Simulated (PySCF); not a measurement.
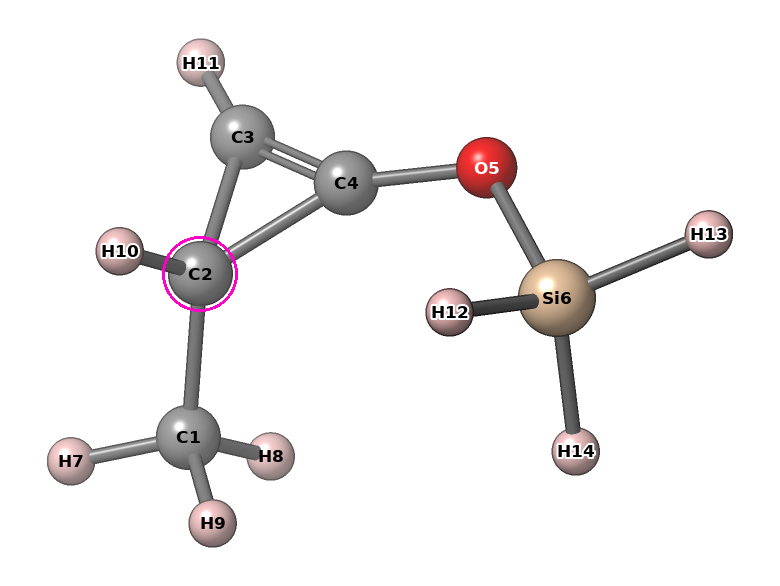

Depth is shown by fading: the farther an atom, the more it takes the colour of the background. Circles mark the stereogenic atoms. The geometry was computed by an optimisation with PBE0-D3(BJ)/def2-SVP. No frequency run is at hand to confirm it as a minimum.

Give the R/S and E/Z labels.

C2: R (priorities C4 > C3 > C1 > H10).

Write the isomeric SMILES.

C[C@@H]1C=C1O[SiH3]
